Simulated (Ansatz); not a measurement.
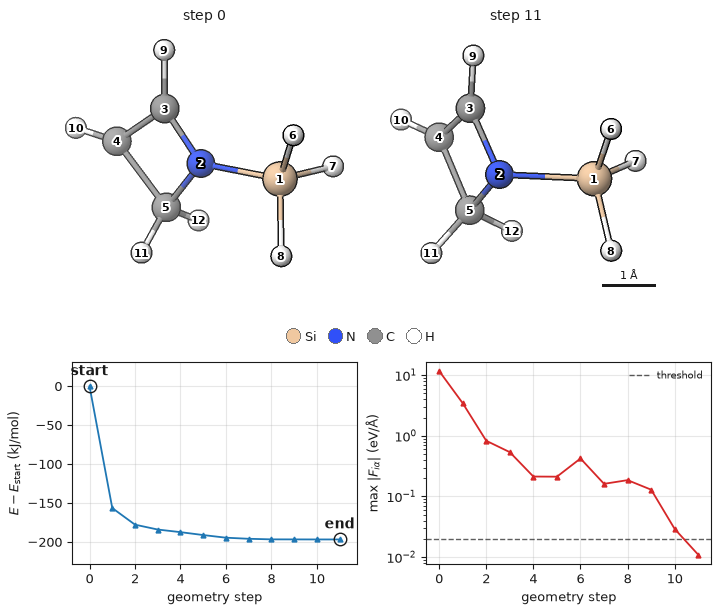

First and last geometry of a relaxation of C3H7NSi, with the history of the run. The picture is a ball-and-stick view, seen at a tilt.

The run prepares the start of a later molecular dynamics calculation, from a guessed geometry.

Computed with Ansatz, RKS PBE-D4/STO-3G. Set-up: no spin polarisation; force threshold 0.02 eV/Å; at most 40 steps.

> Did the run converge, and what did it change?

It converged. After 11 geometry steps the energy has fallen by 196.7 kJ/mol. The largest force component goes from 12 to 0.011 eV/Å. The largest move after the best rigid fit is that of N2, 0.46 Å. By element the largest moves are N 0.46 Å, H 0.44 Å, C 0.26 Å, Si 0.08 Å. Among the contacts that change: N2–C3 1.278 → 1.477 Å, Si1–N2 1.623 → 1.815 Å, N2–C5 1.447 → 1.569 Å, C4–H10 1.006 → 1.098 Å. Bond angles that change, for instance: Si1–N2–C3 136.0° → 117.3°, C4–C3–H9 126.3° → 137.0°, N2–C3–H9 136.0° → 125.6°.

```csv
step,"E − E(0), kJ/mol","largest force component, eV/Å"
0,0.00,11.7436
1,-156.36,3.4591
2,-177.69,0.8288
3,-183.95,0.5375
4,-187.31,0.2130
5,-191.04,0.2119
6,-194.43,0.4228
7,-195.82,0.1615
8,-196.57,0.1858
9,-196.62,0.1293
10,-196.68,0.0290
11,-196.69,0.0109
```

Limits of the set-up: STO-3G is a minimal basis, so the numbers are rough.
